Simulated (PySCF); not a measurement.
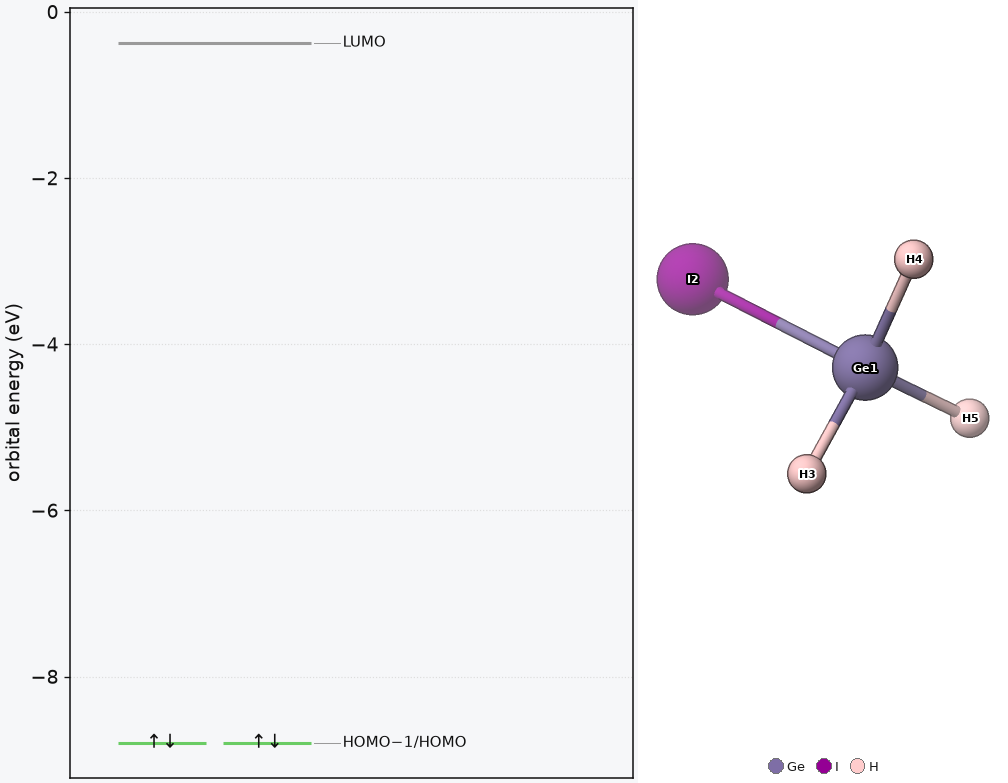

GeH₃I, SMILES [GeH3][I], singlet. Kohn-Sham orbital energies near the frontier, CAM-B3LYP/def2-SVPD in PySCF 2.14.0, at a PBE0-D3(BJ)/def2-SVP geometry (no frequency check), isolated molecule; empty levels in grey, levels within 0.03 eV side by side.

Where do the frontier orbitals lie?

Answer. HOMO at −8.80 eV, LUMO at −0.37 eV, 8.43 eV apart.

List the levels with the atoms that carry most of them (a dash for levels above zero or within 0.03 eV of another, where shares mean little).

Answer.
| orbital | energy (eV) | Löwdin shares |
| --- | --- | --- |
| LUMO | −0.37 | I2 44 %, Ge1 33 %, H4/H5 8 % each |
| HOMO | −8.80 | – |
| HOMO−1 | −8.80 | – |

Note: effective core potentials, which hold scalar relativity, on atoms heavier than Kr; spin-orbit coupling is left out, and with I it can shift these levels and split any degenerate set; empty levels above zero depend strongly on the basis.
